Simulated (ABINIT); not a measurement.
# Diamond (Fd-3m, 2 atoms a cell): G0W0 in ABINIT against the plane-wave cutoff

Wanted: the cheapest plane-wave cutoff that holds the gap of Diamond (Fd-3m, 2 atoms a cell).

Calculated with ABINIT 10.8.3; PBE and many-body steps on it, plane waves.

### 1. The structure

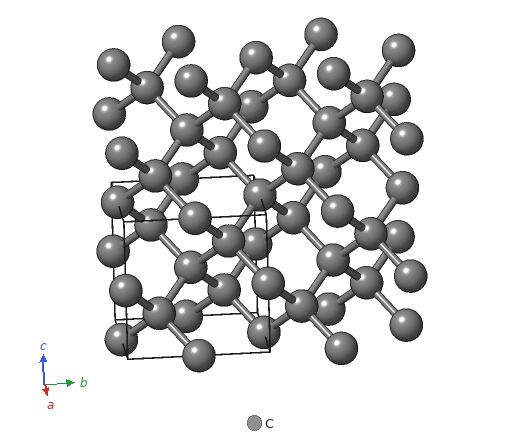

The cell as given, slightly off an axis (carbon grey). 1×2×2 cells are drawn. This picture shows the conventional cell, with its axes. Some periodic images of atoms are drawn too.

The cell and positions come from the Crystallography Open Database and are kept as given unless a step says otherwise.

### 2. Empty states on the mesh, 8×8×8 mesh, 218 bands

This step: ABINIT 10.8.3; DFT, PBE, plane waves, norm-conserving pseudopotentials.

The sums over transitions need many empty states on a uniform mesh; this step solves for them.

The input, run.abi:

```
acell 3*1.0 Angstrom
rprim 
  -0.000000000000 1.783370000000 1.783370000000
  1.783370000000 -0.000000000000 1.783370000000
  1.783370000000 1.783370000000 0.000000000000
ntypat 1
znucl 6
natom 2
typat 1 1
xred 
  -0.000000000000 0.000000000000 0.000000000000
  0.250000000000 0.250000000000 0.250000000000
pp_dirpath "pseudos"
pseudos "C.upf"
ecut 37
ngkpt 8 8 8
nshiftk 1
shiftk 0 0 0
kptopt 1
chksymbreak 0
irdden 1
istwfk *1
nband 218
prtvol 0
optdriver 6
gwr_task "HDIAGO"
paral_kgb 0
occopt 1
indata_prefix "in"
outdata_prefix "out"
tmpdata_prefix "tmp"
```

Started as:

```
> OMP_NUM_THREADS=1 mpirun -n 8 abinit run.abi > log
```

Log:

```text
.Version 10.8.3 of ABINIT. v10.8.2 released Aug 2026.

 Symmetries : space group Fd -3 m (#227); Bravais cF (face-center cubic)
[... echo of the input left out ...]
== DATASET  1 ==================================================================
-   mpi_nproc: 8, omp_nthreads: 1 (-1 if OMP is not activated)

--- !DatasetInfo
iteration_state: {dtset: 1, }
dimensions: {natom: 2, nkpt: 29, mband: 218, nsppol: 1, nspinor: 1, nspden: 1, mpw: 869, }
cutoff_energies: {ecut:  37.0, pawecutdg:  -1.0, }
[...]
Indirect band gap semiconductor
 Fundamental gap:     4.190 (eV)
   VBM:    10.293 (eV) at k: [ 0.0000E+00,  0.0000E+00,  0.0000E+00]
   CBM:    14.483 (eV) at k: [ 3.7500E-01,  3.7500E-01,  0.0000E+00]
 Direct gap:         5.626 (eV) at k: [ 0.0000E+00,  0.0000E+00,  0.0000E+00]

== END DATASET(S) ==============================================================
================================================================================

 -outvars: echo values of variables after computation  --------
           etotal      0.0000000000E+00
            nband         218
             nkpt          29
          spgroup         227
 [... the other variables as echoed above ...]

 Calculation completed.
```

It took 4.7 s on 8 MPI ranks of Arm Neoverse V1, shared host; peak memory 0.59 GiB; 37 s of CPU time.

This step gave:

```yaml
gap: 4.190 eV
k_of_the_valence_top: 0, 0, 0
k_of_the_conduction_bottom: 0.375, 0.375, 0
least_direct_gap: 5.626 eV
k_points_computed: 29
lowest_point_of_the_top_converged_band_above_the_valence_top: 374.6723 eV
```

On this mesh the gap is 4.190 eV.

The density comes from a self-consistent run that is not shown.

### 3. Empty states on the mesh, 8×8×8 mesh, 64 bands

run.abi: that of step 2 with these lines changed.

```diff
@@ -14,3 +14,3 @@
 pseudos "C.upf"
-ecut 37
+ecut 22
 ngkpt 8 8 8
@@ -22,3 +22,3 @@
 istwfk *1
-nband 218
+nband 64
 prtvol 0
```

Log:

```text
[banner, memory and clock lines left out]
.Version 10.8.3 of ABINIT. v10.8.2 released Aug 2026.

 Symmetries : space group Fd -3 m (#227); Bravais cF (face-center cubic)
[... echo of the input left out ...]
== DATASET  1 ==================================================================
-   mpi_nproc: 8, omp_nthreads: 1 (-1 if OMP is not activated)

--- !DatasetInfo
iteration_state: {dtset: 1, }
dimensions: {natom: 2, nkpt: 29, mband: 64, nsppol: 1, nspinor: 1, nspden: 1, mpw: 391, }
cutoff_energies: {ecut:  22.0, pawecutdg:  -1.0, }
[...]
Integrated=    8.0000E+00

 === KS gaps after direct diagonalization ===
 Indirect band gap semiconductor
 Fundamental gap:     4.052 (eV)
   VBM:    10.463 (eV) at k: [ 0.0000E+00,  0.0000E+00,  0.0000E+00]
   CBM:    14.515 (eV) at k: [ 3.7500E-01,  3.7500E-01,  0.0000E+00]
 Direct gap:         5.641 (eV) at k: [ 0.0000E+00,  0.0000E+00,  0.0000E+00]

== END DATASET(S) ==============================================================

 -outvars: echo values of variables after computation  --------
           etotal      0.0000000000E+00
            nband          64
             nkpt          29
          spgroup         227
 [... the other variables as echoed above ...]

 Calculation completed.
```

Wall time 1.7 s (8 MPI ranks); peak memory 0.07 GiB.

Numbers from this step:

| Property | Result |
| --- | --- |
| gap | 4.052 eV |
| k of the valence top | 0, 0, 0 |
| k of the conduction bottom | 0.375, 0.375, 0 |
| least direct gap | 5.641 eV |
| k points computed | 29 |
| lowest point of the top converged band, above the valence top | 121.8530 eV |

On this mesh the gap is 4.052 eV.

### 4. Empty states on the mesh, 8×8×8 mesh, 64 bands

run.abi: that of step 3 with these lines changed.

```diff
@@ -14,3 +14,3 @@
 pseudos "C.upf"
-ecut 22
+ecut 30
 ngkpt 8 8 8
```

Log:

```text
[banner, memory and clock lines left out]
.Version 10.8.3 of ABINIT. v10.8.2 released Aug 2026.

 Symmetries : space group Fd -3 m (#227); Bravais cF (face-center cubic)
[... echo of the input left out ...]
== DATASET  1 ==================================================================
-   mpi_nproc: 8, omp_nthreads: 1 (-1 if OMP is not activated)

--- !DatasetInfo
iteration_state: {dtset: 1, }
dimensions: {natom: 2, nkpt: 29, mband: 64, nsppol: 1, nspinor: 1, nspden: 1, mpw: 620, }
cutoff_energies: {ecut:  30.0, pawecutdg:  -1.0, }
[...]
Integrated=    8.0000E+00

 === KS gaps after direct diagonalization ===
 Indirect band gap semiconductor
 Fundamental gap:     4.185 (eV)
   VBM:    10.299 (eV) at k: [ 0.0000E+00,  0.0000E+00,  0.0000E+00]
   CBM:    14.484 (eV) at k: [ 3.7500E-01,  3.7500E-01,  0.0000E+00]
 Direct gap:         5.635 (eV) at k: [ 0.0000E+00,  0.0000E+00,  0.0000E+00]

== END DATASET(S) ==============================================================

 -outvars: echo values of variables after computation  --------
           etotal      0.0000000000E+00
            nband          64
             nkpt          29
          spgroup         227
 [... the other variables as echoed above ...]

 Calculation completed.
```

Run time: 2.4 s. Hardware: 8 MPI ranks; peak memory 0.08 GiB.

Numbers from this step:

- gap: 4.185 eV
- k of the valence top: 0, 0, 0
- k of the conduction bottom: 0.375, 0.375, 0
- least direct gap: 5.635 eV
- k points computed: 29
- lowest point of the top converged band, above the valence top: 121.9287 eV

On this mesh the gap is 4.185 eV.

### 5. Empty states on the mesh, 8×8×8 mesh, 64 bands

run.abi: that of step 4 with these lines changed.

```diff
@@ -14,3 +14,3 @@
 pseudos "C.upf"
-ecut 30
+ecut 46
 ngkpt 8 8 8
```

Log:

```text
[banner, memory and clock lines left out]
.Version 10.8.3 of ABINIT. v10.8.2 released Aug 2026.

 Symmetries : space group Fd -3 m (#227); Bravais cF (face-center cubic)
[... echo of the input left out ...]
== DATASET  1 ==================================================================
-   mpi_nproc: 8, omp_nthreads: 1 (-1 if OMP is not activated)

--- !DatasetInfo
iteration_state: {dtset: 1, }
dimensions: {natom: 2, nkpt: 29, mband: 64, nsppol: 1, nspinor: 1, nspden: 1, mpw: 1158, }
cutoff_energies: {ecut:  46.0, pawecutdg:  -1.0, }
[...]
Integrated=    8.0000E+00

 === KS gaps after direct diagonalization ===
 Indirect band gap semiconductor
 Fundamental gap:     4.189 (eV)
   VBM:    10.293 (eV) at k: [ 0.0000E+00,  0.0000E+00,  0.0000E+00]
   CBM:    14.482 (eV) at k: [ 3.7500E-01,  3.7500E-01,  0.0000E+00]
 Direct gap:         5.624 (eV) at k: [ 0.0000E+00,  0.0000E+00,  0.0000E+00]

== END DATASET(S) ==============================================================

 -outvars: echo values of variables after computation  --------
           etotal      0.0000000000E+00
            nband          64
             nkpt          29
          spgroup         227
 [... the other variables as echoed above ...]

 Calculation completed.
```

Run time: 7.3 s. Hardware: 8 MPI ranks; peak memory 0.66 GiB; 58 s of CPU time.

This step gave:

```
gap                                                           : 4.189 eV
k of the valence top                                          : 0, 0, 0
k of the conduction bottom                                    : 0.375, 0.375, 0
least direct gap                                              : 5.624 eV
k points computed                                             : 29
lowest point of the top converged band, above the valence top : 121.9247 eV
```

On this mesh the gap is 4.189 eV.

### 6. Screening, 8×8×8 mesh, 56 bands, screening to 261.2 eV

The RPA dielectric matrix is built and inverted for each q.

This step: RPA screening on PBE, plane waves, norm-conserving pseudopotentials.

run.abi: that of step 5 with these lines changed.

```diff
@@ -14,3 +14,3 @@
 pseudos "C.upf"
-ecut 46
+ecut 22
 ngkpt 8 8 8
@@ -20,10 +20,11 @@
 chksymbreak 0
-irdden 1
 istwfk *1
-nband 64
-prtvol 0
-optdriver 6
-gwr_task "HDIAGO"
-paral_kgb 0
 occopt 1
+irdwfk 1
+optdriver 3
+nband 56
+ecuteps 9.6
+inclvkb 2
+awtr 1
+symchi 1
 indata_prefix "in"
```

Log:

```text
.Version 10.8.3 of ABINIT. v10.8.2 released Aug 2026.

 Symmetries : space group Fd -3 m (#227); Bravais cF (face-center cubic)
[... echo of the input left out ...]
== DATASET  1 ==================================================================
-   mpi_nproc: 8, omp_nthreads: 1 (-1 if OMP is not activated)

--- !DatasetInfo
iteration_state: {dtset: 1, }
dimensions: {natom: 2, nkpt: 29, mband: 56, nsppol: 1, nspinor: 1, nspden: 1, mpw: 391, }
cutoff_energies: {ecut:  22.0, pawecutdg:  -1.0, }
electrons: {nelect:   8.00000000E+00, charge:   0.00000000E+00, occopt:   1.00000000E+00, tsmear:   1.00000000E-02, }

 SCREENING: Calculation of the susceptibility and dielectric matrices

 Based on a program developped by R.W. Godby, V. Olevano, G. Onida, and L. Reining.
 Incorporated in ABINIT by V. Olevano, G.-M. Rignanese, and M. Torrent.
.Using double precision arithmetic ; gwpc =  8

[... cell and pseudopotentials left out ...]
--------------------------------------------------------------------------------

 ==== K-mesh for the wavefunctions ====
 Number of points in the irreducible wedge :    29
[... list of points left out ...]
 Together with 48 symmetry operations and time-reversal symmetry
 yields   512 points in the full Brillouin Zone.

 ==== Q-mesh for the screening function ====
 Number of points in the irreducible wedge :    29
[... list of points left out ...]
 Together with 48 symmetry operations and time-reversal symmetry
 yields   512 points in the full Brillouin Zone.

 setmesh: FFT mesh size selected  =    20x   20x   20
          total number of points  =         8000

 vcoul_init : cutoff-mode = AUXILIARY_FUNCTION
 q-points for optical limit:   1
     1)      0.000010    0.000020    0.000030

- screening: taking advantage of time-reversal symmetry
- Maximum band index for partially occupied states nbvw = 4
- Remaining bands to be divided among processors   nbcw = 52
- Number of bands treated by each node ~6

 Number of electrons calculated from density =    8.0000; Expected =    8.0000
 average of density, n =  0.104505
 r_s =    1.3170
 omega_plasma =   31.1835 [eV]

 calculating chi0 at frequencies [eV] :
  1    0.000000E+00    0.000000E+00
  2    0.000000E+00    3.118352E+01

--------------------------------------------------------------------------------
  q-point number  1        q = ( 0.000000, 0.000000, 0.000000) [r.l.u.]
--------------------------------------------------------------------------------
[... chi0 elements left out ...]
 For q-point:  0.000010 0.000020 0.000030
  dielectric constant =   5.5413
  dielectric constant without local fields =   5.9809

  Average fulfillment of the sum rule on Im[epsilon] for q-point    1 :     85.50  [%]
[... wings left out ...]
  q-point number  2        q = ( 0.125000, 0.000000, 0.000000) [r.l.u.]
--------------------------------------------------------------------------------
[... chi0 elements left out ...]
  Average fulfillment of the sum rule on Im[epsilon] for q-point    2 :     97.26  [%]

 [... 27 further q-points ...]
```

The job ended after 21 s (8 MPI ranks; peak memory 0.96 GiB; 2.8 min of CPU time).

Numbers from this step:

```
ε∞ with local fields, on this mesh, along the program's q direction : 5.541
the same without local fields                                       : 5.981
plasma frequency                                                    : 31.18 eV
plane waves in the screening matrix                                 : 113
```

Local fields lower ε∞ by 7 %.

### 7. 22 Ha

This step: G0W0 on PBE, plane waves, norm-conserving pseudopotentials.

run.abi: that of step 6 with these lines changed.

```diff
@@ -23,8 +23,17 @@
 irdwfk 1
-optdriver 3
+optdriver 4
 nband 56
+gwcalctyp 0
+ecutsigx 22
+symsigma 1
+nkptgw 2
+kptgw 
+  0.0000000000 0.0000000000 0.0000000000
+  0.3750000000 0.3750000000 0.0000000000
+bdgw 
+  2 7
+  3 6
 ecuteps 9.6
-inclvkb 2
-awtr 1
-symchi 1
+irdscr 1
+ppmodel 1
 indata_prefix "in"
```

Log:

```text
.Version 10.8.3 of ABINIT. v10.8.2 released Aug 2026.

 Symmetries : space group Fd -3 m (#227); Bravais cF (face-center cubic)
[... echo of the input left out ...]
== DATASET  1 ==================================================================
-   mpi_nproc: 8, omp_nthreads: 1 (-1 if OMP is not activated)

--- !DatasetInfo
iteration_state: {dtset: 1, }
dimensions: {natom: 2, nkpt: 29, mband: 56, nsppol: 1, nspinor: 1, nspden: 1, mpw: 391, }
cutoff_energies: {ecut:  22.0, pawecutdg:  -1.0, }
electrons: {nelect:   8.00000000E+00, charge:   0.00000000E+00, occopt:   1.00000000E+00, tsmear:   1.00000000E-02, }

 SIGMA: Calculation of the GW corrections

 Based on a program developped by R.W. Godby, V. Olevano, G. Onida, and L. Reining.
 Incorporated in ABINIT by V. Olevano, G.-M. Rignanese, and M. Torrent.
.Using double precision arithmetic ; gwpc =  8

[... cell and pseudopotentials left out ...]
--------------------------------------------------------------------------------

 ==== K-mesh for the wavefunctions ====
 Number of points in the irreducible wedge :    29
[... list of points left out ...]
 Together with 48 symmetry operations and time-reversal symmetry
 yields   512 points in the full Brillouin Zone.

 ==== Q-mesh for screening function ====
 Number of points in the irreducible wedge :    29
[... list of points left out ...]
 Together with 48 symmetry operations and time-reversal symmetry
 yields   512 points in the full Brillouin Zone.

 vcoul_init : cutoff-mode = AUXILIARY_FUNCTION
 q-points for optical limit:   1
     1)      0.000010    0.000020    0.000030
 setmesh: FFT mesh size selected  =    20x   20x   20
          total number of points  =         8000

 Number of electrons calculated from density =    8.0000; Expected =    8.0000
 average of density, n =  0.104505
 r_s =    1.3170
 omega_plasma =   31.1835 [eV]

 === KS Band Gaps ===
  >>>> For spin  1
   Minimum direct gap =   5.6412 [eV], located at k-point      :   0.0000  0.0000  0.0000
   Fundamental gap    =   4.0517 [eV], Top of valence bands at :   0.0000  0.0000  0.0000
                                       Bottom of conduction at :   0.3750  0.3750  0.0000
 SIGMA fundamental parameters:
 PLASMON POLE MODEL  1
 number of plane-waves for SigmaX                  339
 number of plane-waves for SigmaC and W            113
 number of plane-waves for wavefunctions           339
 number of bands                                    56
 number of independent spin polarizations            1
 number of spinorial components                      1
 number of k-points in IBZ                          29
 number of q-points in IBZ                          29
 number of symmetry operations                      48
 number of k-points in BZ                          512
 number of q-points in BZ                          512
 number of frequencies for dSigma/dE                 9
 frequency step for dSigma/dE [eV]                0.25
 number of omega for Sigma on real axis              0
 max omega for Sigma on real axis  [eV]           0.00
 zcut for avoiding poles [eV]                     0.10

 EPSILON^-1 parameters (SCR file):
 dimension of the eps^-1 matrix on file            113
 dimension of the eps^-1 matrix used               113
 number of plane-waves for wavefunctions           339
 number of bands                                    56
 number of q-points in IBZ                          29
 number of frequencies                               2
 number of real frequencies                          1
 number of imag frequencies                          1

 matrix elements of self-energy operator (all in [eV])

 Perturbative Calculation

--- !SelfEnergy_ee
iteration_state: {dtset: 1, }
kpoint     : [   0.000,    0.000,    0.000, ]
spin       : 1
KS_gap     :    5.641
QP_gap     :    7.418
Delta_QP_KS:    1.777
data: !SigmaeeData |
     Band     E0 <VxcDFT>   SigX SigC(E0)      Z dSigC/dE  Sig(E)    E-E0       E
        2  10.463 -16.953 -19.285   1.553   0.832  -0.201 -17.601  -0.649   9.815
        3  10.463 -16.953 -19.285   1.553   0.832  -0.201 -17.601  -0.649   9.815
        4  10.463 -16.953 -19.285   1.553   0.832  -0.201 -17.601  -0.649   9.815
        5  16.105 -15.611  -9.525  -4.731   0.833  -0.200 -14.482   1.128  17.233
        6  16.105 -15.611  -9.525  -4.731   0.833  -0.200 -14.482   1.128  17.233
        7  16.105 -15.611  -9.525  -4.731   0.833  -0.200 -14.482   1.128  17.233

--- !SelfEnergy_ee
iteration_state: {dtset: 1, }
kpoint     : [   0.375,    0.375,    0.000, ]
spin       : 1
KS_gap     :    9.915
QP_gap     :   11.565
Delta_QP_KS:    1.650
data: !SigmaeeData |
     Band     E0 <VxcDFT>   SigX SigC(E0)      Z dSigC/dE  Sig(E)    E-E0       E
        3   4.600 -15.961 -20.453   3.237   0.817  -0.225 -16.986  -1.025   3.575
        4   4.600 -15.961 -20.453   3.237   0.817  -0.225 -16.986  -1.025   3.575
        5  14.515 -14.074  -8.671  -4.661   0.843  -0.187 -13.449   0.625  15.140
        6  17.115 -13.225  -7.307  -5.204   0.844  -0.185 -12.623   0.603  17.718

== END DATASET(S) ==============================================================
================================================================================

 -outvars: echo values of variables after computation  --------
           etotal      0.0000000000E+00
            nband          56
             nkpt          29
          spgroup         227
 [... the other variables as echoed above ...]

 Calculation completed.
```

Run time: 4.1 s. Hardware: 8 MPI ranks; peak memory 1.1 GiB.

This step gave:

```
G0W0 gap on the points computed              : 5.325 eV
starting gap on the mesh                     : 4.052 eV
k of the valence top                         : 0, 0, 0
k of the conduction bottom                   : 0.375, 0.375, 0
Z at the valence top                         : 0.832
Z at the conduction bottom                   : 0.843
least direct G0W0 gap on the computed points : 7.418 eV
```

[end of part 1 of 2]

[Paths, hosts, dates, memory and timing lines, banners, echoed tables and standing remarks are left out of the program output.]

[Logs are printed without paths, hosts, clocks, repeated set-up lines and the standing remarks that a program may print on its own settings, such as how far it seeks lower states.]

[Runs of the session that timed out or met a known fault of the program may be left out.]

[Hosts, paths, dates, database ids (printed as entryN), source tags and the programs' standing remarks are cut or masked in the printed files.]

[G0W0 gaps are taken among the corrected bands and points alone; a level outside them can change the order at an edge.]

[Where Ansatz stands beside ABINIT at settings called matched, ABINIT's density can come from a denser mesh and the files from another edition; pairs whose starting gaps differed by over 0.03 eV were left out, so agreement reads better than it is.]
